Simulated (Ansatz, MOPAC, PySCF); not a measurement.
CH3F (SMILES CF) and H2Se (SMILES [SeH2]) are pulled apart as rigid monomers along the line of their centres of mass, from the B3LYP-D3(BJ)/def2-TZVP minimum. Starting geometry (charge 0, multiplicity 1):
```csv
atom,x (Å),y (Å),z (Å)
C,-0.2437,-0.0948,-0.4001
F,0.2533,-1.2218,0.2529
H,0.4933,0.2345,-1.1332
H,-1.1765,-0.3645,-0.8961
H,-0.4196,0.6841,0.3418
Se,-0.2646,-0.3909,3.3788
H,0.2995,0.2842,4.5582
H,1.0712,-0.6645,2.8352
```

Interaction energies with rigid monomers; basis-set methods are counterpoise corrected unless marked otherwise.

Frozen-core correlation. Filled d and f shells under p-block atoms count as core. Rows in 6-31G* carry no dispersion term and start afresh at each structure (6-31G* with six Cartesian d functions); the Pople sets are all-electron and without relativity. The state that PM6 reach isn't checked.

Run with Ansatz (Gaussian basis) for Hartree–Fock, density functionals and correlated methods; MOPAC for PM6 (differences of heats of formation); PySCF for 6-31G* rows, the dispersion terms. Each number belongs to the level named beside it.

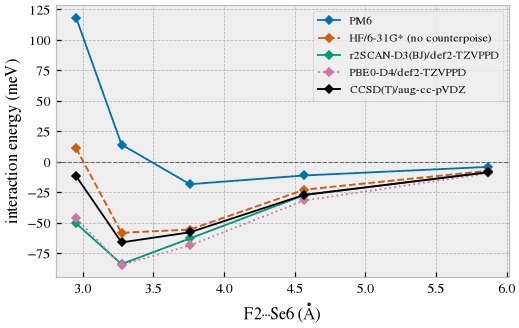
Figure. Interaction energy against separation

Question: Which level binds most strongly at F2···Se6 = 3.28, and by how much?

Answer: PBE0-D4/def2-TZVPPD, -85 meV.

Ansatz is a quantum-chemistry and plane-wave program.
